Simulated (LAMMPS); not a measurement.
Molecular dynamics of Si (diamond structure), 1728 atoms, at 760 K and 0 GPa, heated as the crystal.

Model: classical MD, pair style tersoff, file SiC_Erhart-Albe.tersoff; code LAMMPS.

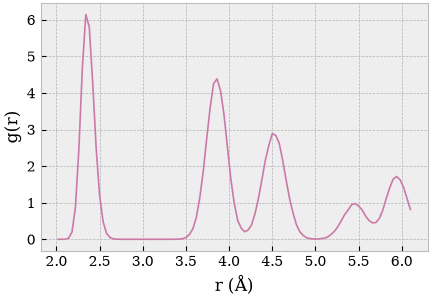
Figure. g(r) against r (Å)

The data show:
- state found: crystal; no diffusion seen in 30 ps
- first peak of g(r): 2.35 Å, height 6.1
- coordination number: 4.00 (counted to 3.02 Å)
